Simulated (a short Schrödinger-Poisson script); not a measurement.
System: symmetric double-gate stack, SiO2 on p-type Ge(100), at 400 K.

| layer | material | thickness (nm) | Na (cm⁻³) |
|---|---|---|---|
| 1 | SiO2 | 2.8 | - |
| 2 | Ge | 3 | 2e15 |
| 3 | SiO2 | 2.8 | - |

Constants are typed, rounded textbook-type inputs, not results; the design itself was drawn at random and stands for no fabricated device. SiO2: permittivity 3.9, conduction-band edge (eV) 3.1, gap (eV) 9, electron mass (mₑ) 0.5. Ge: permittivity 16, conduction-band edge (eV) 0, gap (eV) 0.664, Nv at 300 K (cm⁻³) 6e18.

Channel valleys (confinement mass, in-plane density-of-states mass, number): L4 0.12, 0.295, 4. At the gates, both at one voltage, the conduction-band edge of layer 1 lies 3.26 eV − eVg above the Fermi level of the channel. Gaps are held at their typed values at every temperature. Mesh 0.03 nm at interfaces.

From a short Schrödinger-Poisson script (our own, NumPy): 1D Poisson equation in equilibrium, electrons quantum, Hartree (BenDaniel-Duke, 12 states a valley, the channel's in-plane mass for all, wave functions free to enter the dielectric), parabolic valleys, classical holes, full ionisation, no traps, pinning or gate leakage.

Only gate voltages with over 1e8 electrons/cm² are shown.

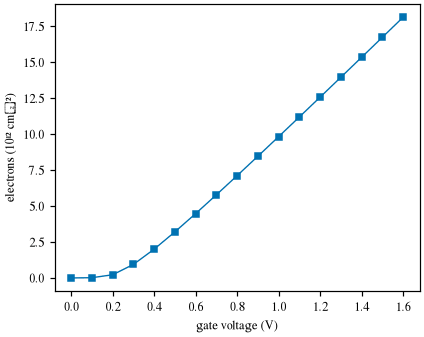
*Sheet density against gate voltage*

```csv
Vg (V),electrons (cm⁻²),C (μF/cm²),L4 E0 (meV),L4 E1 (meV)
0,1.05e9,0.00493,334.2,900.7
0.1,1.84e10,0.0836,235.3,801.8
0.2,2.22e11,0.717,149.3,715.5
0.3,9.42e11,1.51,98.7,664.0
0.4,2.00e12,1.84,71.6,635.4
0.5,3.21e12,1.99,54.2,616.4
0.6,4.48e12,2.07,41.3,601.8
0.7,5.78e12,2.12,31.1,589.8
0.8,7.12e12,2.15,22.5,579.4
0.9,8.46e12,2.17,15.1,570.2
1,9.83e12,2.19,8.4,561.7
1.1,1.12e13,2.20,2.4,553.9
1.2,1.26e13,2.21,-3.2,546.5
1.3,1.40e13,2.22,-8.3,539.5
1.4,1.53e13,2.23,-13.2,532.8
1.5,1.67e13,2.23,-17.8,526.3
1.6,1.81e13,2.24,-22.2,520.1
```

Subbands count from the Fermi level. The capacitance is that of both gates.

Only the L valleys are kept; under strong confinement the Δ valleys of Ge fill too.
